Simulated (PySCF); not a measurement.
Run report: C₂H₆Cl₃Si (charge −1), NMR shielding calculation

The run: NMR shielding calculation of C₂H₆Cl₃Si, charge −1. Method and program: GIAO PBE0/pcSseg-1 NMR shielding, non-relativistic, gas phase (PySCF 2.14.0).

The geometry comes from this level: PBE0-D3(BJ)/ma-def2-SVP. Figures and captions count atoms from 1; the log counts them from 0 in places.

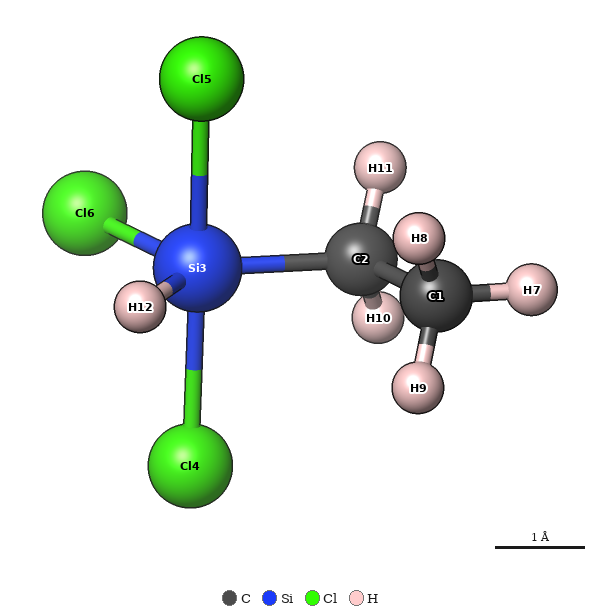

*The input geometry (ball-and-stick view, seen at an oblique angle; atoms are numbered from 1 in the order of the input).*

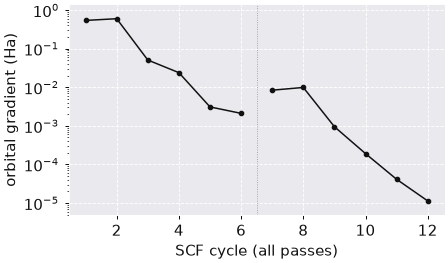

*Convergence of the self-consistent field: orbital gradient against the SCF cycle. The dotted line marks the change from a coarse to the final integration grid.*

The first 6 cycles use a coarse grid, the final grid takes over at cycle 7, and the field converges after 12 cycles in all.

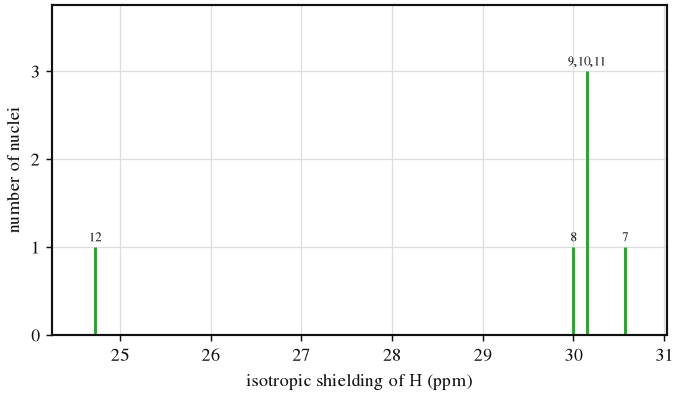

*Isotropic shieldings of the hydrogen nuclei in this fixed geometry, labelled by atom number; shielding grows to the right, so chemical shift grows to the left.*

The least shielded is H12 (24.7 ppm), the most shielded H7 (30.6 ppm).

The input that produced these results follows, with the program's output.

### The input
```
{"job": {"kind": "nmr", "xc": "PBE0", "basis": "pcSseg-1", "pop": false}, "charge": -1, "multiplicity": 1}
C     -1.140093     0.259538     0.748314
C     -0.346092    -0.267593    -0.443132
Si     1.487259     0.176532    -0.318879
Cl     1.128087     2.214889    -1.405347
Cl     1.892722    -1.695396     1.025475
Cl     2.695692    -0.565337    -1.889868
H     -2.207084    -0.013043     0.674706
H     -0.756428    -0.156850     1.693580
H     -1.083339     1.358393     0.809449
H     -0.728430     0.159202    -1.382866
H     -0.413021    -1.365084    -0.495731
H      2.170163     0.962803     0.733484
```

The first line tells a small driver script what to run in PySCF; the rest is the geometry in Å.

Run as:
```bash
OMP_NUM_THREADS=1 python <driver script> task.json out
```

### The program's output
```
coarse grid: 12392 points
cycle   1  E = -1749.2646227192  dE =  8.870e-02  |g| = 5.364e-01  |ddm| = 2.946e+00
cycle   2  E = -1749.2628215526  dE =  1.801e-03  |g| = 5.941e-01  |ddm| = 1.340e+00
cycle   3  E = -1749.3480681308  dE = -8.525e-02  |g| = 5.055e-02  |ddm| = 6.575e-01
cycle   4  E = -1749.3486484769  dE = -5.803e-04  |g| = 2.378e-02  |ddm| = 8.906e-02
cycle   5  E = -1749.3487912410  dE = -1.428e-04  |g| = 3.086e-03  |ddm| = 2.908e-02
cycle   6  E = -1749.3487926309  dE = -1.390e-06  |g| = 2.100e-03  |ddm| = 5.481e-03
final grid: 101816 points
cycle   7  E = -1749.3803347753  dE = -2.931e-05  |g| = 8.373e-03  |ddm| = 1.875e-02
cycle   8  E = -1749.3803254159  dE =  9.359e-06  |g| = 9.844e-03  |ddm| = 1.609e-02
cycle   9  E = -1749.3803504494  dE = -2.503e-05  |g| = 9.474e-04  |ddm| = 9.480e-03
cycle  10  E = -1749.3803506058  dE = -1.563e-07  |g| = 1.906e-04  |ddm| = 1.071e-03
cycle  11  E = -1749.3803506147  dE = -8.880e-09  |g| = 4.118e-05  |ddm| = 2.417e-04
cycle  12  E = -1749.3803506150  dE = -3.888e-10  |g| = 1.134e-05  |ddm| = 5.427e-05
converged SCF energy = -1749.3803506150

GIAO shielding tensors (ppm)
atom      isotropic    diamagn.    paramagn.     s11        s22        s33       span
  0 C      175.551     245.816     -70.265    168.847    172.449    185.356     16.509
  1 C      148.819     249.771    -100.952    110.244    161.986    174.226     63.982
  2 Si     401.260     869.024    -467.764    261.513    410.724    531.545    270.032
  3 Cl     813.338    1148.935    -335.597    700.104    713.248   1026.663    326.558
  4 Cl     817.260    1149.120    -331.860    702.408    718.917   1030.455    328.047
  5 Cl     832.195    1146.987    -314.792    633.504    865.551    997.530    364.026
  6 H       30.567      28.738       1.829     25.650     27.574     38.477     12.827
  7 H       29.999      29.026       0.973     24.702     30.245     35.049     10.347
  8 H       30.105      28.981       1.125     24.964     30.018     35.334     10.370
  9 H       30.154      30.242      -0.088     26.884     29.671     33.908      7.024
 10 H       30.172      30.325      -0.153     27.131     29.585     33.801      6.670
 11 H       24.724      26.024      -1.300     18.077     27.859     28.235     10.158
```

### Results in brief

| quantity | value |
| --- | --- |
| outcome | converged |
| total energy | −1749.380351 hartree |
| HOMO | −3.32 eV |
| LUMO | 4.45 eV |
| isotropic shielding, C | 148.8 to 175.6 ppm |
| isotropic shielding, Si | 401.3 ppm |
| isotropic shielding, Cl | 813.3 to 832.2 ppm |
| isotropic shielding, H | 24.7 to 30.6 ppm |
| hardware | 1 CPU thread, shared host |
| wall time | 12 s |
| peak memory | 0.99 GiB |
